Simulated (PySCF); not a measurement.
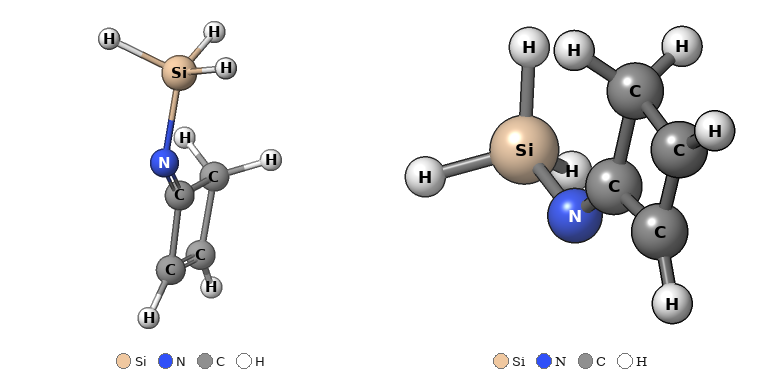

The same structure drawn twice, from different directions.

Computed geometry: PBE0-D3(BJ)/def2-SVP optimisation. No frequency run is at hand to confirm it as a minimum.

Which formula does it have?

Answer. C₄H₇NSi, 13 atoms: 4 carbon, 7 hydrogen, 1 nitrogen and 1 silicon.

Describe its rings.

Answer. Independent rings (smallest set): 1 of 4 members.

Count the bonded pairs by element.

Answer. 4 C–C, 4 C–H, 3 Si–H, 1 N–Si, 1 C–N.

The parts below concern this one geometry. Atoms keep their numbers from picture to picture.

### Geometry

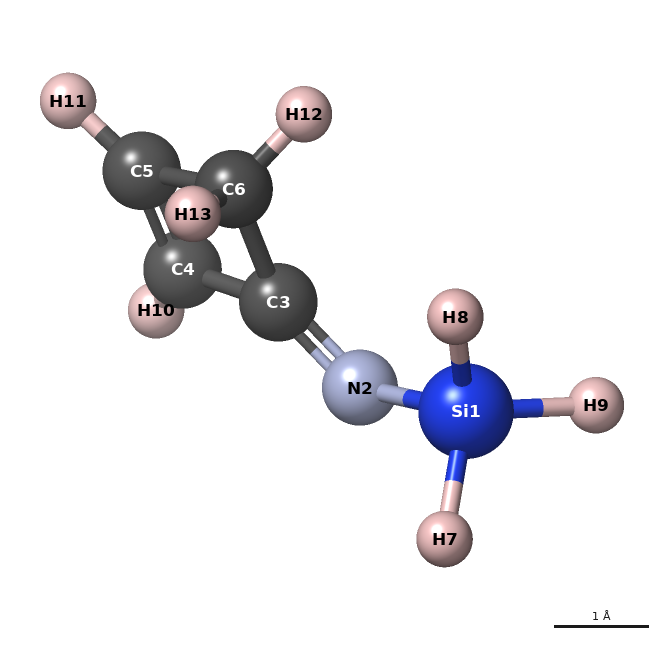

Atoms carry their numbers in the input. No frequency run is at hand to confirm it as a minimum.

Give these bond angles: Si1–N2–C3, N2–Si1–H7, N2–Si1–H8, N2–C3–C4, N2–C3–C6, C3–C4–C5, C3–C4–H10, C3–C6–C5, C3–C6–H12, C4–C3–C6, C4–C5–H11, C5–C6–H12.

```tsv
angle	degrees
Si1–N2–C3	127.2
N2–Si1–H7	108.4
N2–Si1–H8	114.1
N2–C3–C4	134.1
N2–C3–C6	136.8
C3–C4–C5	92.1
C3–C4–H10	133.3
C3–C6–C5	83.2
C3–C6–H12	115.1
C4–C3–C6	89.1
C4–C5–H11	132.9
C5–C6–H12	116.3
```

### Ring current

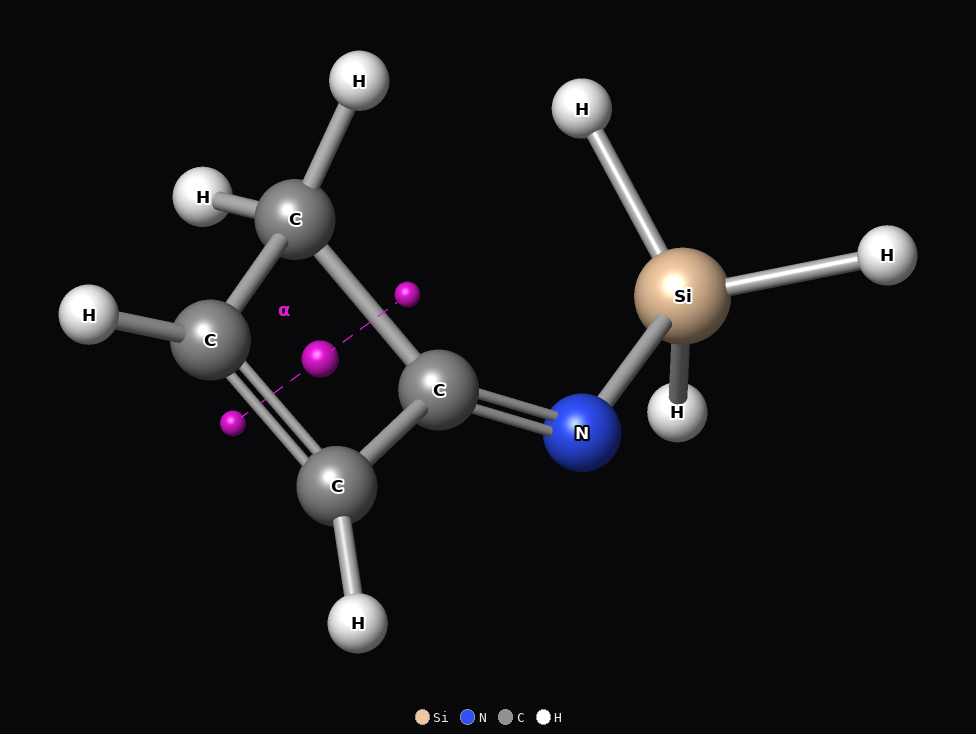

The small points mark where nucleus-independent chemical shifts (NICS) were computed: at the centre of each lettered ring and 1 Å above and below it. No frequency run is at hand to confirm it as a minimum. Level of theory: GIAO B3LYP/pcSseg-1 NMR shielding, non-relativistic, gas phase (PySCF 2.14.0).

Give NICS(0), NICS(1) and the out-of-plane component NICS(1)zz for each ring (means of the two sides).

```json
{"ring": "α", "members": "C4", "NICS(0)": "5.1", "NICS(1)": "−2.4", "NICS(1)zz": "0.6"}
```

Values in ppm.

### Dipole moment

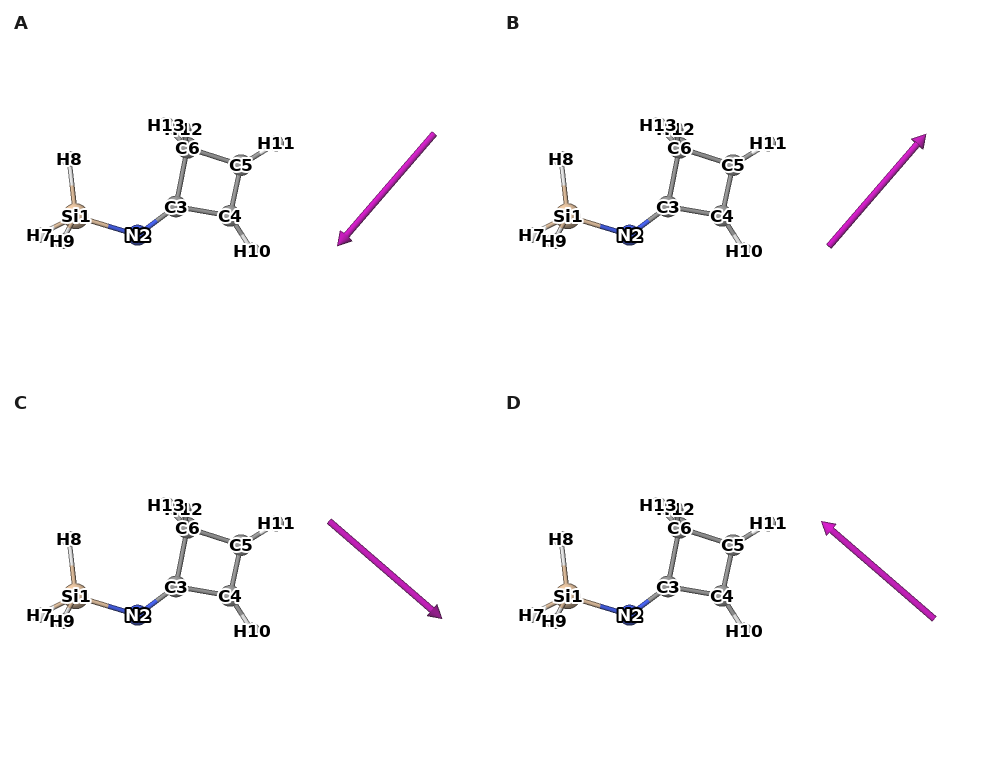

The same molecule four times, each with an arrow. No frequency run is at hand to confirm it as a minimum. Level of theory: KT2/pcSseg-1, gas phase (PySCF 2.14.0).

Which arrow points along the dipole moment, from the negative to the positive end?

Answer. B. The dipole moment is 2.29 D; it points from the side of H7, H9 to the side of H11 (the outermost atoms at the two ends).

### NMR shielding

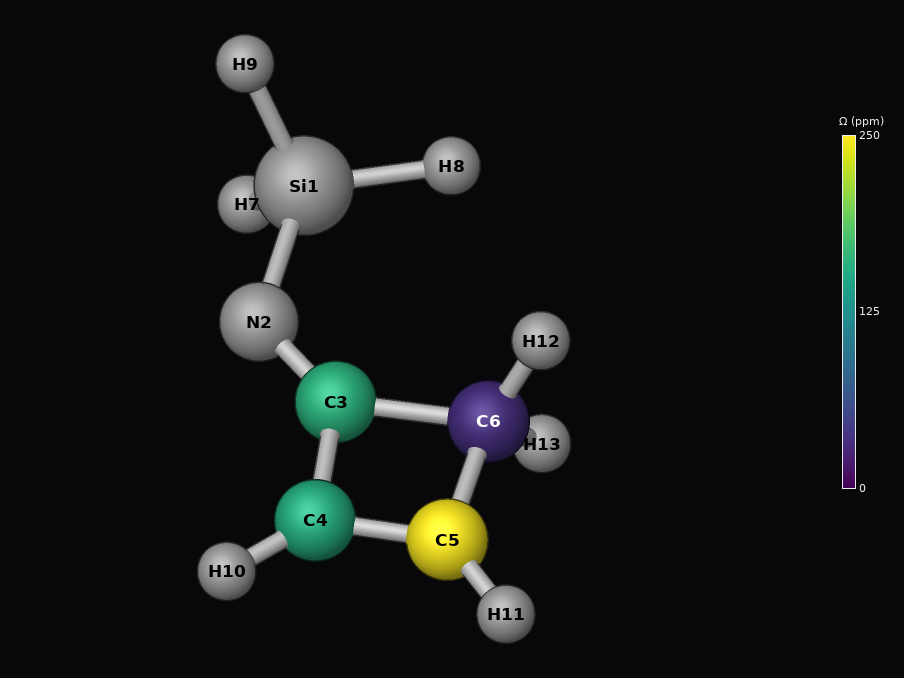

The C atoms are coloured by the span of their shielding tensor. No frequency run is at hand to confirm it as a minimum. Method: GIAO KT2/pcSseg-1 NMR shielding, non-relativistic, gas phase (PySCF 2.14.0). Principal shieldings σ11 ≤ σ22 ≤ σ33, span Ω = σ33 − σ11, skew κ = 3(σiso − σ22)/Ω.

Which C atom has the most anisotropic shielding?

Answer. C5, with a span of 247 ppm.

Give the shielding tensors of the C atoms.

```csv
atom,σ11,σ22,σ33,σiso,Ω,κ
C3,−65.3,15.3,95.2,15.1,160.4,0.00
C4,−38.8,52.9,117.7,43.9,156.6,−0.17
C5,−88.2,18.3,159.0,29.7,247.3,0.14
C6,116.8,138.4,151.6,135.6,34.8,−0.24
```

Shieldings and span in ppm.
